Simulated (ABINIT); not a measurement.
# A GW chain in ABINIT: WSe2 (P6_3/mmc)

Aim: the G0W0 gap of WSe2 (P6_3/mmc) on PBE, step by step.

Method: PBE and many-body steps on it, plane waves, in ABINIT 10.8.3.

The database entry behind the starting cell differs from later determinations by our own check (a about 0.2 % long), so it need not match the best structure at ambient conditions.

## (1) The starting structure

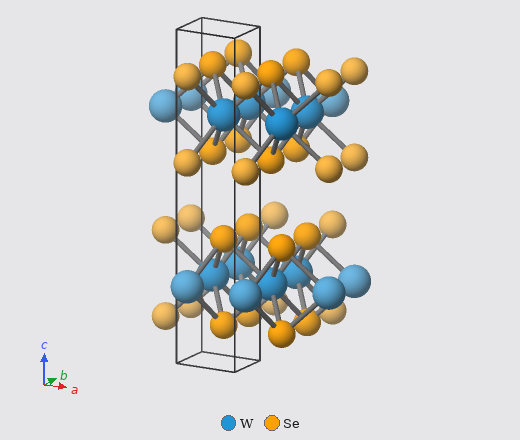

The starting structure, seen slightly off an axis (tungsten blue, selenium orange). 2×2×1 cells are drawn. Some periodic images of atoms are drawn too.

The cell and positions come from the Crystallography Open Database and are kept as given unless a step says otherwise. Spin-orbit coupling is left out unless a step names it.

## (2) Ground state

This step: ABINIT 10.8.3; DFT, PBE, plane waves, norm-conserving pseudopotentials.

The ground-state density comes first.

Input file run.abi:

```
acell 3*1.0 Angstrom
rprim 
  3.290000000028 -0.000000000007 0.000000000000
  -1.645000000008 2.849223578479 0.000000000000
  0.000000000000 0.000000000000 12.970000000000
ntypat 2
znucl 74 34
natom 6
typat 1 1 2 2 2 2
xred 
  0.333333333333 0.666666666667 0.250000000000
  0.666666666667 0.333333333333 0.750000000000
  0.333333333333 0.666666666667 0.621000000000
  0.666666666667 0.333333333333 0.121000000000
  0.333333333333 0.666666666667 0.879000000000
  0.666666666667 0.333333333333 0.379000000000
pp_dirpath "pseudos"
pseudos "W.upf, Se.upf"
ecut 58
ngkpt 6 6 2
nshiftk 1
shiftk 0 0 0
kptopt 1
chksymbreak 0
nband 69
occopt 1
tolvrs 1e-08
nstep 60
prtwf 0
indata_prefix "in"
outdata_prefix "out"
tmpdata_prefix "tmp"
```

On the command line:

```console
> OMP_NUM_THREADS=1 mpirun -n 4 abinit run.abi > log
```

Numbers of over 12 decimals in the logs are rounded to 6 here.

What it wrote:

```text
.Version 10.8.3 of ABINIT. v10.8.2 released Aug 2026.

 Symmetries : space group P6_3/m m c (#194); Bravais hP (primitive hexag.)
================================================================================
 Values of the parameters that define the memory need of the present run
     intxc =       0    ionmov =       0      iscf =       7    lmnmax =       8
     lnmax =       8     mgfft =     180  mpssoang =       4    mqgrid =    8403
     natom =       6  nloc_mem =       1    nspden =       1   nspinor =       1
    nsppol =       1      nsym =      24    n1xccc =    2501    ntypat =       2
    occopt =       1   xclevel =       2
-    mband =          69        mffmem =           1         mkmem =           4
       mpw =       17347          nfft =      364500          nkpt =          14
================================================================================
  Rough estimation (10% accuracy) of disk space for files :
================================================================================

--------------------------------------------------------------------------------
------------- Echo of variables that govern the present computation ------------
--------------------------------------------------------------------------------
 -outvars: echo values of preprocessed input variables --------
            acell      1.8897261259E+00  1.8897261259E+00  1.8897261259E+00 Bohr

      chksymbreak           0
             ecut      5.80000000E+01 Hartree
-          fftalg         312

              ixc     -101130
              kpt      0.00000000E+00  0.00000000E+00  0.00000000E+00
                       1.66666667E-01  0.00000000E+00  0.00000000E+00
                       3.33333333E-01  0.00000000E+00  0.00000000E+00
                       5.00000000E-01  0.00000000E+00  0.00000000E+00
                       1.66666667E-01  1.66666667E-01  0.00000000E+00
                       3.33333333E-01  1.66666667E-01  0.00000000E+00
                       3.33333333E-01  3.33333333E-01  0.00000000E+00
                       0.00000000E+00  0.00000000E+00  5.00000000E-01
                       1.66666667E-01  0.00000000E+00  5.00000000E-01
                       3.33333333E-01  0.00000000E+00  5.00000000E-01
                       5.00000000E-01  0.00000000E+00  5.00000000E-01
[...]
kptrlatt        6    0    0      0    6    0      0    0    2
          kptrlen      3.73031937E+01
P           mkmem           4
            natom           6
            nband          69
            ngfft          45      45     180
             nkpt          14
            nstep          60
             nsym          24
           ntypat           2
              occ      2.000000  2.000000  2.000000  2.000000  2.000000  2.000000
                       2.000000  2.000000  2.000000  2.000000  2.000000  2.000000
                       2.000000  2.000000  2.000000  2.000000  2.000000  2.000000
                       2.000000  2.000000  2.000000  2.000000  2.000000  2.000000
                       2.000000  2.000000  2.000000  2.000000  2.000000  2.000000
                       2.000000  2.000000  2.000000  2.000000  2.000000  2.000000
                       2.000000  2.000000  2.000000  2.000000  2.000000  2.000000
                       2.000000  2.000000  2.000000  2.000000  2.000000  2.000000
                       2.000000  2.000000  2.000000  2.000000  2.000000  2.000000
                       2.000000  2.000000  2.000000  2.000000  2.000000  2.000000
                       2.000000  2.000000  0.000000  0.000000  0.000000  0.000000
[...]
prtwf           0
            rprim      3.2900000000E+00 -7.0000000000E-12  0.0000000000E+00
[...]
spgroup         194

           tolvrs      1.00000000E-08

             xred      3.3333333333E-01  6.6666666667E-01  2.5000000000E-01
[...]
znucl       74.00000   34.00000

================================================================================

 chkinp: Checking input parameters for consistency.

================================================================================
== DATASET  1 ==================================================================
-   mpi_nproc: 4, omp_nthreads: 1 (-1 if OMP is not activated)

--- !DatasetInfo
iteration_state: {dtset: 1, }
dimensions: {natom: 6, nkpt: 14, mband: 69, nsppol: 1, nspinor: 1, nspden: 1, mpw: 17347, }
cutoff_energies: {ecut:  58.0, pawecutdg:  -1.0, }
electrons: {nelect:   1.24000000E+02, charge:   0.00000000E+00, occopt:   1.00000000E+00, tsmear:   1.00000000E-02, }

 Real(R)+Recip(G) space primitive vectors, cartesian coordinates (Bohr,Bohr^-1):
 R(1)=  6.2171990  0.0000000  0.0000000  G(1)=  0.1608441  0.0928634  0.0000000
 R(2)= -3.1085995  5.3842522  0.0000000  G(2)=  0.0000000  0.1857268  0.0000000
 R(3)=  0.0000000  0.0000000 24.5097479  G(3)=  0.0000000  0.0000000  0.0408001
 Unit cell volume ucvol=  8.2046301E+02 bohr^3
 Angles (23,13,12)=  9.00000000E+01  9.00000000E+01  1.20000000E+02 degrees

 getcut: wavevector=  0.0000  0.0000  0.0000  ngfft=  45  45 180
         ecut(hartree)=     58.000   => boxcut(ratio)=   2.06433

--- Pseudopotential description ------------------------------------------------
[...]
Cartesian components of stress tensor (hartree/bohr^3)
  sigma(1 1)= -1.15630396E-04  sigma(3 2)=  0.00000000E+00
  sigma(2 2)= -1.15630396E-04  sigma(3 1)=  0.00000000E+00
  sigma(3 3)= -1.49125236E-04  sigma(2 1)=  0.00000000E+00

--- !ResultsGS
iteration_state: {dtset: 1, }
comment   : Summary of ground state results
lattice_vectors:
- [  6.2171990,  -0.0000000,   0.0000000, ]
- [ -3.1085995,   5.3842522,   0.0000000, ]
- [  0.0000000,   0.0000000,  24.5097479, ]
lattice_lengths: [   6.21720,    6.21720,   24.50975, ]
lattice_angles: [ 90.000,  90.000, 120.000, ] # degrees, (23, 13, 12)
lattice_volume:   8.2046301E+02
convergence: {deltae:  1.176E-10, res2:  7.446E-09, residm:  3.605E-03, diffor: null, }
etotal    :  -1.50487545E+03
entropy   :   0.00000000E+00
fermie    :   3.61147283E-01
cartesian_stress_tensor: # hartree/bohr^3
- [ -1.15630396E-04,   0.00000000E+00,   0.00000000E+00, ]
- [  0.00000000E+00,  -1.15630396E-04,   0.00000000E+00, ]
- [  0.00000000E+00,   0.00000000E+00,  -1.49125236E-04, ]
pressure_GPa:   3.7304E+00
xred      :
- [  3.3333E-01,   6.6667E-01,   2.5000E-01,  W]
- [  6.6667E-01,   3.3333E-01,   7.5000E-01,  W]
- [  3.3333E-01,   6.6667E-01,   6.2100E-01, Se]
- [  6.6667E-01,   3.3333E-01,   1.2100E-01, Se]
- [  3.3333E-01,   6.6667E-01,   8.7900E-01, Se]
- [  6.6667E-01,   3.3333E-01,   3.7900E-01, Se]
cartesian_forces: # hartree/bohr
- [  1.85870451E-27,   7.52019979E-27,   7.22801448E-20, ]
- [  1.83704970E-27,   7.38267328E-27,   7.22801448E-20, ]
- [ -9.23938554E-27,  -1.81284949E-26,  -3.50345895E-03, ]
- [ -9.23938554E-27,   2.66801436E-26,  -3.50345895E-03, ]
- [ -9.23938554E-27,  -1.17272609E-26,   3.50345895E-03, ]
- [  2.40224024E-26,  -1.17272609E-26,   3.50345895E-03, ]
force_length_stats: {min:   7.22801448E-20, max:   3.50345895E-03, mean:   2.33563930E-03, }

 Integrated electronic density in atomic spheres:
 ------------------------------------------------
 Atom  Sphere_radius  Integrated_density
[...]
================================================================================

 ----iterations are completed or convergence reached----

 Mean square residual over all n,k,spin=   66.756E-07; max=  36.048E-04
 reduced coordinates (array xred) for    6 atoms
[...]
0.666666666667      0.333333333333      0.750000000000
       0.333333333333      0.666666666667      0.621000000000
       0.666666666667      0.333333333333      0.121000000000
       0.333333333333      0.666666666667      0.879000000000
       0.666666666667      0.333333333333      0.379000000000
 rms dE/dt=  4.0479E-02; max dE/dt=  8.5869E-02; dE/dt below (all hartree)
    1      -0.000000000000     -0.000000000000      0.000000000000
    2       0.000000000000      0.000000000000      0.000000000000
    3       0.000000000000      0.000000000000      0.085868895552
    4       0.000000000000     -0.000000000000      0.085868895552
    5       0.000000000000      0.000000000000     -0.085868895552
    6      -0.000000000000      0.000000000000     -0.085868895552

 cartesian coordinates (angstrom) at end:
    1      4e-12     1.899482     3.242500
    2      1.645000     0.949741     9.727500
    3      4e-12     1.899482     8.054370
    4      1.645000     0.949741     1.569370
[...]
cartesian forces (hartree/bohr) at end:
[...]
frms,max,avg= 1.6515464E-03 3.5034590E-03   0.000E+00  0.000E+00  0.000E+00 h/b

 cartesian forces (eV/Angstrom) at end:
[...]
2      0.000000     0.000000     0.000000
    3     -0.000000    -0.000000    -0.180155
    4     -0.000000     0.000000    -0.180155
    5     -0.000000    -0.000000     0.180155
    6      0.000000    -0.000000     0.180155
 frms,max,avg= 8.4925930E-02 1.8015510E-01   0.000E+00  0.000E+00  0.000E+00 e/A
 length scales=  1.889726125908  1.889726125908  1.889726125908 bohr
              =  1.000000000000  1.000000000000  1.000000000000 angstroms
 prteigrs : about to open file out_EIG
 Fermi (or HOMO) energy (hartree) =   0.36115   Average Vxc (hartree)=  -0.41983
 Eigenvalues (hartree) for nkpt=  14  k points:
 kpt#   1, nband= 69, wtk=  0.01389, kpt=  0.0000  0.0000  0.0000 (reduced coord)
  -7.29039   -7.29039   -7.29039   -7.29039   -5.06693   -5.06693   -5.06693   -5.06693
  -5.06693   -5.06693   -5.06693   -5.06693   -5.06548   -5.06548   -5.06548   -5.06548
  -2.37091   -2.37091   -1.39916   -1.39916   -1.39916   -1.39916   -1.39914   -1.39914
  -1.39913   -1.39913   -1.39792   -1.39792   -1.39791   -1.39791   -1.39788   -1.39788
  -1.39787   -1.39787   -1.39745   -1.39744   -1.39737   -1.39736   -1.05694   -1.05694
  -1.05194   -1.05194   -1.05194   -1.05194   -0.20054   -0.19132   -0.15729   -0.14185
   0.09886    0.13946    0.22806    0.26311    0.26311    0.26375    0.26375    0.30412
   0.30412    0.30615    0.30615    0.32068    0.32183    0.36115    0.45820    0.45846
   0.46005    0.46121    0.46151    0.46584    0.46920
 prteigrs : prtvol=0 or 1, do not print more k-points.

--- !EnergyTerms
iteration_state     : {dtset: 1, }
comment             : Components of total free energy in Hartree
kinetic             :  6.25794027482691E+02
hartree             :  5.72117172781043E+02
xc                  : -1.48629641281263E+02
Ewald energy        : -7.08466026466593E+02
psp_core            :  1.88883512588344E+01
local_psp           : -1.54329264058837E+03
non_local_psp       : -3.21286693528143E+02
total_energy        : -1.50487545034180E+03
total_energy_eV     : -4.09497471313454E+04
band_energy         : -2.52458523383586E+02

 Cartesian components of stress tensor (hartree/bohr^3)
  sigma(1 1)= -1.15630396E-04  sigma(3 2)=  0.00000000E+00
  sigma(2 2)= -1.15630396E-04  sigma(3 1)=  0.00000000E+00
  sigma(3 3)= -1.49125236E-04  sigma(2 1)=  0.00000000E+00

-Cartesian components of stress tensor (GPa)         [Pressure=  3.7304E+00 GPa]
- sigma(1 1)= -3.40196370E+00  sigma(3 2)=  0.00000000E+00
- sigma(2 2)= -3.40196370E+00  sigma(3 1)=  0.00000000E+00
- sigma(3 3)= -4.38741591E+00  sigma(2 1)=  0.00000000E+00

== END DATASET(S) ==============================================================
================================================================================

 -outvars: echo values of variables after computation  --------
           etotal     -1.5048754503E+03
            nband          69
             nkpt          14
          spgroup         194
 [... the other variables as echoed above ...]

 Calculation completed.
```

Elapsed: 4.2 min, on 4 MPI ranks of Arm Neoverse V2, shared host; peak memory 0.95 GiB.

This step gave:

```yaml
total_energy: -40949.7471 eV
gap: 0.9782 eV
k_of_the_valence_top: 0, 0, 0
k_of_the_conduction_bottom: 0.1667, 0.1667, 0
least_direct_gap: 1.524 eV
pressure: 3.730 GPa
```

The gap is indirect, with the least direct gap 0.55 eV higher.

The cutoff was set for levels, not for stress, so the pressure can be off by some GPa.

## (3) Empty states on the mesh, 3×3×1 mesh, 190 bands

The sums over transitions need many empty states on a uniform mesh; this step solves for them.

Edit run.abi of step 2 so:

```diff
@@ -19,3 +19,3 @@
 ecut 58
-ngkpt 6 6 2
+ngkpt 3 3 1
 nshiftk 1
@@ -24,7 +24,10 @@
 chksymbreak 0
-nband 69
-occopt 1
-tolvrs 1e-08
+iscf -2
+irdden 1
+istwfk *1
+nband 190
+nbdbuf 16
+tolwfr 1e-09
 nstep 60
-prtwf 0
+prtvol 0
 indata_prefix "in"
```

On the command line:

```console
> OMP_NUM_THREADS=1 mpirun -n 3 abinit run.abi > log
```

What it wrote:

```text
.Version 10.8.3 of ABINIT. v10.8.2 released Aug 2026.

 Symmetries : space group P6_3/m m c (#194); Bravais hP (primitive hexag.)
[... echo of the input left out ...]
== DATASET  1 ==================================================================
-   mpi_nproc: 3, omp_nthreads: 1 (-1 if OMP is not activated)

--- !DatasetInfo
iteration_state: {dtset: 1, }
dimensions: {natom: 6, nkpt: 3, mband: 190, nsppol: 1, nspinor: 1, nspden: 1, mpw: 17365, }
cutoff_energies: {ecut:  58.0, pawecutdg:  -1.0, }
electrons: {nelect:   1.24000000E+02, charge:   0.00000000E+00, occopt:   1.00000000E+00, tsmear:   1.00000000E-02, }

 Real(R)+Recip(G) space primitive vectors, cartesian coordinates (Bohr,Bohr^-1):
 R(1)=  6.2171990  0.0000000  0.0000000  G(1)=  0.1608441  0.0928634  0.0000000
 R(2)= -3.1085995  5.3842522  0.0000000  G(2)=  0.0000000  0.1857268  0.0000000
 R(3)=  0.0000000  0.0000000 24.5097479  G(3)=  0.0000000  0.0000000  0.0408001
 Unit cell volume ucvol=  8.2046301E+02 bohr^3
 Angles (23,13,12)=  9.00000000E+01  9.00000000E+01  1.20000000E+02 degrees

 getcut: wavevector=  0.0000  0.0000  0.0000  ngfft=  45  45 180
         ecut(hartree)=     58.000   => boxcut(ratio)=   2.06433

--- Pseudopotential description ------------------------------------------------
- W Generated using ONCVPSP code by D. R. Hamann
- 74.00000  14.00000  171031                  znucl, zion, pspdat
12 -101130 3 -1 1396                          pspcod,pspxc,lmax,lloc,mmax
     nproj     2     2     2     2
  pspatm : epsatm=   11.70739509
         --- l  ekb(1:nproj) -->
             0   12.992056    1.844411
             1    9.080024    1.409692
             2    4.470007    0.514403
[...]
pspatm: atomic psp has been read  and splines computed

- Se Generated using ONCVPSP code by D. R. Hamann
- 34.00000  24.00000  171031                  znucl, zion, pspdat
12 -101130 2 -1 1214                          pspcod,pspxc,lmax,lloc,mmax
     nproj     2     2     2     0
  pspatm : epsatm=   25.39064422
         --- l  ekb(1:nproj) -->
[...]
pspatm: atomic psp has been read  and splines computed

--------------------------------------------------------------------------------

================================================================================
 prteigrs : about to open file out_EIG
 Non-SCF case, kpt    1 (  0.00000  0.00000  0.00000), residuals and eigenvalues=
  5.31E-10  5.33E-10  5.37E-10  5.45E-10  9.50E-10  1.73E-10  1.73E-10  1.84E-10
  1.99E-10  1.65E-10  1.56E-10  1.96E-10  2.02E-10  2.19E-10  9.88E-10  1.75E-10
  5.23E-10  3.66E-10  6.16E-10  7.44E-10  9.14E-10  7.75E-10  5.92E-10  6.11E-10
[...]
1.79E-04  5.53E-05  1.35E-04  6.82E-04  9.16E-04  8.89E-04
 -7.2904E+00 -7.2904E+00 -7.2904E+00 -7.2904E+00 -5.0669E+00 -5.0669E+00
 -5.0669E+00 -5.0669E+00 -5.0669E+00 -5.0669E+00 -5.0669E+00 -5.0669E+00
[...]
2.1854E+00  2.1906E+00  2.2269E+00  2.2515E+00  2.2516E+00  2.2603E+00
  2.2641E+00  2.2670E+00  2.2773E+00  2.2855E+00
 prteigrs : prtvol=0 or 1, do not print more k-points.

--- !ResultsGS
iteration_state: {dtset: 1, }
comment   : Summary of ground state results
lattice_vectors:
- [  6.2171990,  -0.0000000,   0.0000000, ]
- [ -3.1085995,   5.3842522,   0.0000000, ]
- [  0.0000000,   0.0000000,  24.5097479, ]
lattice_lengths: [   6.21720,    6.21720,   24.50975, ]
lattice_angles: [ 90.000,  90.000, 120.000, ] # degrees, (23, 13, 12)
lattice_volume:   8.2046301E+02
convergence: {deltae:  0.000E+00, res2:  0.000E+00, residm:  9.877E-10, diffor:  0.000E+00, }
etotal    :  -1.50487545E+03
entropy   :   0.00000000E+00
fermie    :   3.61147283E-01
cartesian_stress_tensor: null
pressure_GPa: null
xred      :
- [  3.3333E-01,   6.6667E-01,   2.5000E-01,  W]
- [  6.6667E-01,   3.3333E-01,   7.5000E-01,  W]
- [  3.3333E-01,   6.6667E-01,   6.2100E-01, Se]
- [  6.6667E-01,   3.3333E-01,   1.2100E-01, Se]
- [  3.3333E-01,   6.6667E-01,   8.7900E-01, Se]
- [  6.6667E-01,   3.3333E-01,   3.7900E-01, Se]
cartesian_forces: null
force_length_stats: {min: null, max: null, mean: null, }

 Integrated electronic density in atomic spheres:
 ------------------------------------------------
 Atom  Sphere_radius  Integrated_density
[...]
================================================================================

 ----iterations are completed or convergence reached----

 Mean square residual over all n,k,spin=   42.460E-11; max=  98.770E-11
 reduced coordinates (array xred) for    6 atoms
[...]
0.333333333333      0.666666666667      0.879000000000
       0.666666666667      0.333333333333      0.379000000000

 cartesian coordinates (angstrom) at end:
    1      4e-12     1.899482     3.242500
    2      1.645000     0.949741     9.727500
    3      4e-12     1.899482     8.054370
    4      1.645000     0.949741     1.569370
    5      4e-12     1.899482    11.400630
    6      1.645000     0.949741     4.915630
 length scales=  1.889726125908  1.889726125908  1.889726125908 bohr
              =  1.000000000000  1.000000000000  1.000000000000 angstroms
 prteigrs : about to open file out_EIG
 Eigenvalues (hartree) for nkpt=   3  k points:
 kpt#   1, nband=190, wtk=  0.11111, kpt=  0.0000  0.0000  0.0000 (reduced coord)
[...]
2.00544    2.00544    2.00722    2.00722    2.03998    2.09084    2.14343    2.14343
   2.17516    2.17564    2.17564    2.18537    2.18537    2.19063    2.22691    2.25147
   2.25164    2.26027    2.26407    2.26701    2.27726    2.28548
 prteigrs : prtvol=0 or 1, do not print more k-points.

== END DATASET(S) ==============================================================
================================================================================

 -outvars: echo values of variables after computation  --------
            nband         190
             nkpt           3
          spgroup         194
 [... the other variables as echoed above ...]

 Calculation completed.
```

It took 2.5 min on 3 MPI ranks; peak memory 0.51 GiB.

Numbers from this step:

| Item | Value |
| --- | --- |
| gap | 1.330 eV |
| k of the valence top | 0, 0, 0 |
| k of the conduction bottom | 0.3333, 0.3333, 0 |
| least direct gap | 1.524 eV |
| k points computed | 3 |
| lowest point of the top converged band, above the valence top | 43.62 eV |

On this mesh the gap is 1.330 eV. The earlier step found 0.978 eV, so this mesh misses an edge.

[end of part 1 of 2]

[Paths, hosts, dates, memory and timing lines, banners, echoed tables and standing remarks are left out of the program output.]

[Logs are printed without paths, hosts, clocks, repeated set-up lines and the standing remarks that a program may print on its own settings, such as how far it seeks lower states.]

[Runs of the session that timed out or met a known fault of the program may be left out.]

[Hosts, paths, dates, database ids (printed as entryN), source tags and the programs' standing remarks are cut or masked in the printed files.]

[G0W0 gaps are taken among the corrected bands and points alone; a level outside them can change the order at an edge.]

[Where Ansatz stands beside ABINIT at settings called matched, ABINIT's density can come from a denser mesh and the files from another edition; pairs whose starting gaps differed by over 0.03 eV were left out, so agreement reads better than it is.]
